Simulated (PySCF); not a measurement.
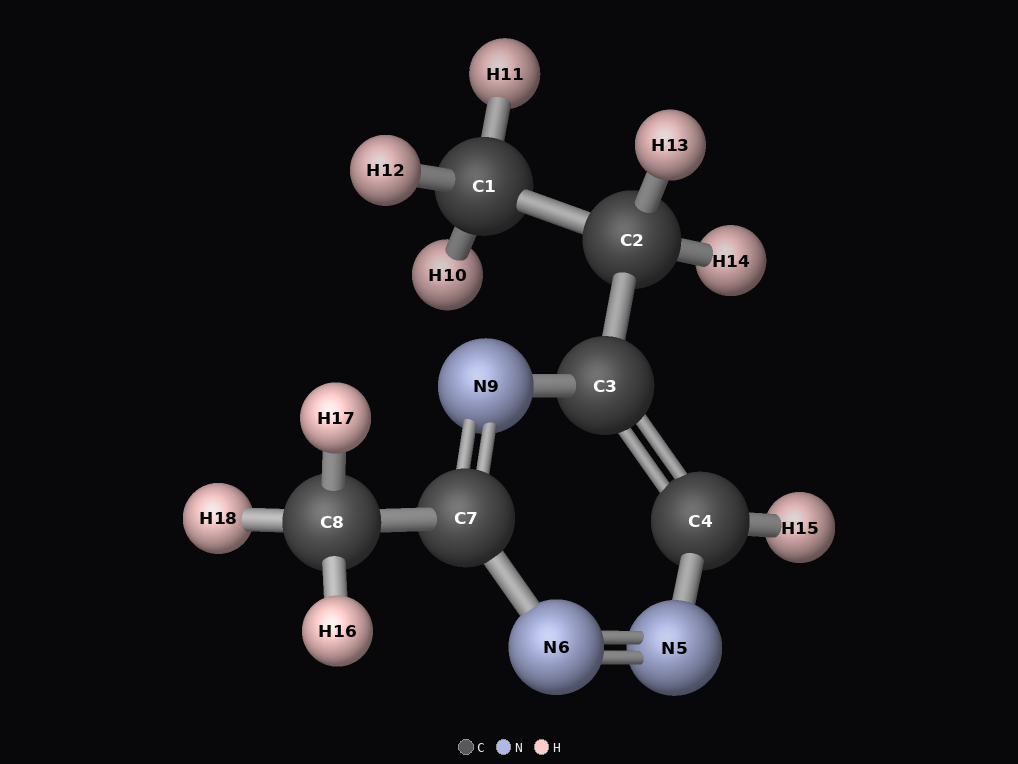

Computed geometry: PBE0-D3(BJ)/def2-SVP optimisation. No frequency run is at hand to confirm it as a minimum. Electric field gradients from the ground-state density, PBE0/pcSseg-1 in chloroform (IEF-PCM) (PySCF 2.14.0), non-relativistic apart from any core potentials.

Give the largest field-gradient component, the quadrupole coupling constant and the asymmetry for 14N at N5 (Q = 20.44 mb), 14N at N6 (Q = 20.44 mb), 14N at N9 (Q = 20.44 mb), 2H at H10 (Q = 2.86 mb), 2H at H11 (Q = 2.86 mb).

```
atom  V_zz (a.u.)  e²qQ/h (MHz)     η
  N5       −1.337         −6.42  0.30
  N6       −1.157         −5.56  0.00
  N9       −1.071         −5.14  0.38
 H10        0.290         0.195  0.04
 H11        0.293         0.197  0.03
```
